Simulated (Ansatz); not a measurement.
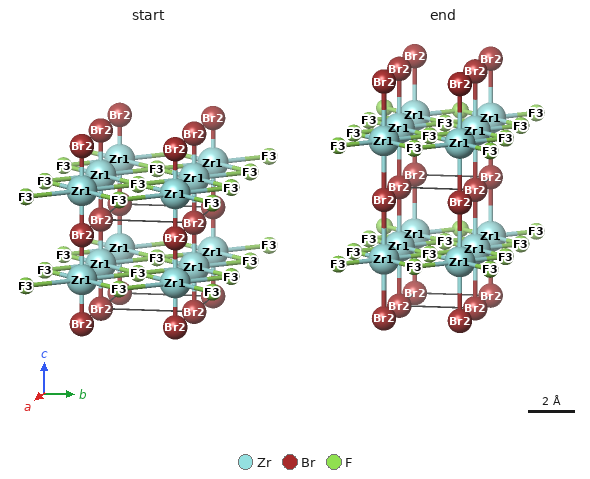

The structure of solid ZrBrF (a generated structure, set up in P4/mmm) (coarse preliminary run) before (left) and after (right) a relaxation, at one scale.

Style: ball-and-stick. Shown: the cell of the calculation, repeated 2 × 1 × 2 with one cell outlined, slightly off an axis.

Computed with Ansatz, DFT PBE, scalar-relativistic, plane waves, PAW. Set-up: plane-wave cutoff 420 eV; k-point mesh 4 × 4 × 4; occupations gaussian; smearing width 0.1 eV; no spin polarisation; cell and atoms relaxed; force threshold 0.04 eV/Å; at most 70 steps.

> What changed between the two?

The energy falls by 3396 meV per atom in 12 accepted moves (15 points after the start). All forces vanish by symmetry, so only the cell relaxes. Pressure: 59.75 GPa at the start and 0.02 GPa at the end. At 3 points the geometry stayed and the basis and grid were re-selected for the new cell (energy shift of 81.0 meV per atom at most each time). No atom moves by more than 0.005 Å relative to the cell. The volume changes by −12.0 %, with a = b 4.148 → 3.374 Å (−18.7 %), c 3.932 → 5.230 Å (+33.0 %). Near-neighbour distances that change, for instance: Zr1–Zr1 4.148 → 3.374 Å, Zr1–Br2 1.966 → 2.615 Å, Zr1–F3 2.933 → 2.386 Å. The space group stays P4/mmm (No. 123). Cost: 21 s on 1 thread of Intel(R) Xeon(R) Platinum 8488C (Sapphire Rapids), with other jobs on the host, peak memory 0.39 GiB.

Limits of the set-up: the k-point mesh is coarse for a cell with partly filled bands.
